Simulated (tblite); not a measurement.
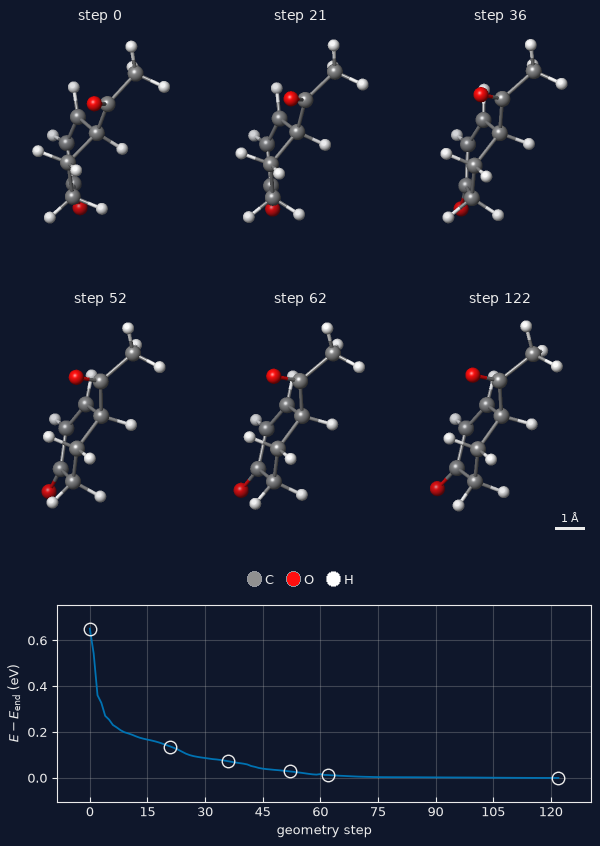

Frames of a relaxation of C8H10O2, marked on the history of the run. The picture is a ball-and-stick view, seen from a free direction.

The calculation used GFN2-xTB geometry optimisation, gas phase (tblite). 

Describe the path.

The energy falls by 0.651 eV in 122 geometry steps. An O atom moves most after the best rigid fit: 1.52 Å. Largest moves by element: O 1.52 Å, H 0.80 Å, C 0.59 Å. Among the contacts that change: C–C 1.473 → 1.530 Å, C–O 1.266 → 1.210 Å, C–O 1.240 → 1.201 Å, C–H 1.117 → 1.095 Å. Bond angles that change, for instance: C–C–H 125.5° → 116.7°, C–C–C 114.6° → 123.3°, C–C–C 103.3° → 110.6°. Groups turn about C–C by about 35°, C–C by about 35°, C–C by about 35°. From step 0 to 21: an O atom moves most (0.27 Å), energy −0.514 eV. From step 21 to 36: an O atom moves most (0.44 Å), energy −0.064 eV. From step 36 to 52: an O atom moves most (0.43 Å), energy −0.044 eV. From step 52 to 62: an O atom moves most (0.30 Å), energy −0.016 eV. From step 62 to 122: an H atom moves most (0.27 Å), energy −0.013 eV.
